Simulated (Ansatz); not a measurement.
**C2H7AlS: basis-set convergence**

How large a basis does C2H7AlS need? Two functionals are run in growing sets.

Computed with Ansatz 0.2.0, Gaussian basis. Level: one geometry, several basis sets.

Levels to be run: PBE0-D4/def2-SVP; ωB97M-V/def2-SVP; PBE0-D4/def2-QZVPP; ωB97M-V/def2-QZVPP; the functionals' def2-TZVPP values are taken from earlier runs.

## Step 1: The relaxed structure

The geometry comes from an earlier relaxation with PBE0-D4 in a triple-zeta def2 set; it is a stationary point, not always the lowest conformer.

11 atoms, charge 0, spin multiplicity 1.

Atoms are counted from 1 here; the program's logs count them from 0.

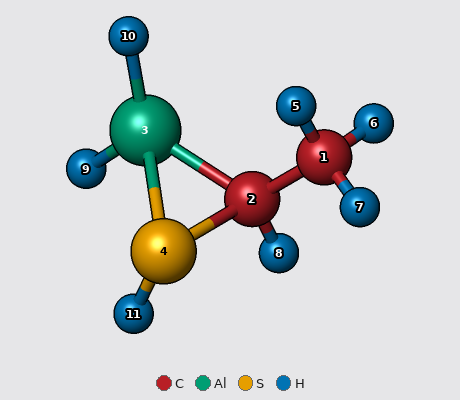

The structure; carbon red, aluminium teal, sulfur amber, hydrogen blue; atoms are numbered from 1 in the order of the file.

## Step 2: PBE0-D4 in def2-SVP

The input, in.yaml:

```yaml
crystal:
  periodic: [false, false, false]
  atoms:
    - {symbol: C, position_ang: [-0.714880, 1.194087, -0.650276]}
    - {symbol: C, position_ang: [-0.490596, -0.109062, 0.083763]}
    - {symbol: Al, position_ang: [1.135613, -0.428638, 1.138947]}
    - {symbol: S, position_ang: [0.423449, -1.291227, -1.056383]}
    - {symbol: H, position_ang: [0.227538, 1.646392, -0.972096]}
    - {symbol: H, position_ang: [-1.193260, 1.904665, 0.029069]}
    - {symbol: H, position_ang: [-1.354759, 1.084175, -1.531732]}
    - {symbol: H, position_ang: [-1.427396, -0.594389, 0.353213]}
    - {symbol: H, position_ang: [1.146777, -1.639276, 2.165147]}
    - {symbol: H, position_ang: [2.315849, 0.616332, 0.966468]}
    - {symbol: H, position_ang: [-0.003036, -2.439958, -0.505418]}
basis:
  gaussian: {orbitals: def2-SVP}
hamiltonian: {xc: pbe0, dispersion: d4}
output: {orbitals: {seedname: orbitals}}
```

Further steps of the session: ωB97M-V in def2-SVP; PBE0-D4 in def2-QZVPP; ωB97M-V in def2-QZVPP.

Q: Predict the results of all the runs planned. Wanted: PBE0-D4: double and triple zeta above quadruple; ωB97M-V: double and triple zeta above quadruple.

**Answer**, as computed:

| quantity | value |
| --- | --- |
| PBE0-D4: double and triple zeta above quadruple | 9.12, 0.66 eV |
| ωB97M-V: double and triple zeta above quadruple | 9.22, 0.64 eV |

For PBE0-D4 the step from double to triple zeta gains 8.46 eV and the next only 0.66 eV. Total energies overstate the basis error of differences, where much of it tends to cancel. The LUMO of ωB97M-V is positive and keeps falling with the basis (1.55 to 0.77 eV): an unbound level that the basis holds in place.
